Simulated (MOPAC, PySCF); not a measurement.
Breaking a bond: BeF, doublet.

PM7, unrestricted, heats of formation (MOPAC); UMP2/3-21G = unrestricted MP2 (frozen core)/3-21G (PySCF); UKS-BHandHLYP = unrestricted BHandHLYP/6-31G (PySCF).

Energies are in kJ/mol, each relative to the lowest point of its own curve near equilibrium.

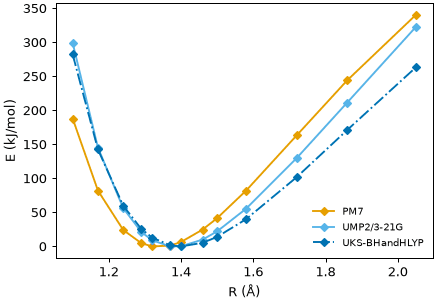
Figure. Energy against bond length for each method.

```csv
R / Å,PM7,UMP2/3-21G,UKS-BHandHLYP
1.10,187.9,299.1,282.3
1.17,82.0,145.1,142.5
1.24,24.2,56.2,59.8
1.29,4.8,21.3,25.7
1.32,0.0,9.0,12.9
1.37,1.2,0.0,1.7
1.40,6.5,0.2,0.0
1.46,24.9,10.1,5.4
1.50,41.6,22.2,14.0
1.58,82.0,55.4,40.0
1.72,163.1,129.8,101.7
1.86,244.1,211.4,171.1
2.05,340.3,322.5,263.2
```

At the longest distance, 2.05 Å, PM7 lies highest above its minimum (340.3 kJ/mol) and UKS-BHandHLYP lowest (263.2 kJ/mol).

The scan ran from 1.10 to 5.52 Å; beyond the distances shown one of the unrestricted levels run for this scan, shown here or not, changes its spin distribution in one step.
